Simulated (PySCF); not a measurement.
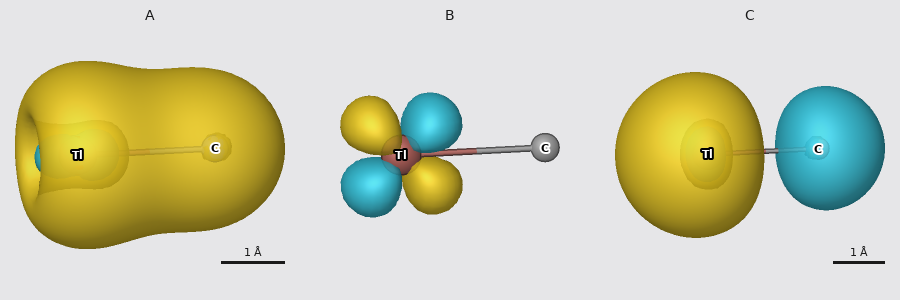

The picture shows: TlC (quartet). Three frontier β-spin orbitals, each drawn at the value that holds 80 % of its norm (yellow and cyan are the two phases), in no order; of a degenerate pair one member is drawn.

Core potentials replace the inner electrons of Tl.

Theory: PBE0/def2-TZVPP, non-relativistic Hamiltonian with scalar-relativistic core potentials where named, at a bond length of 2.273 Å in PySCF 2.14.0.

### Name the orbitals and rank them from lowest to highest energy.

Orbital B: π, occupied in this spin, −17.84 eV; almost wholly on Tl.
Orbital A: σ, occupied in this spin, −12.69 eV; shared between the atoms (Tl 45 %, C 55 %).
Orbital C: σ, occupied in this spin, −8.94 eV; shared between the atoms (Tl 65 %, C 35 %).
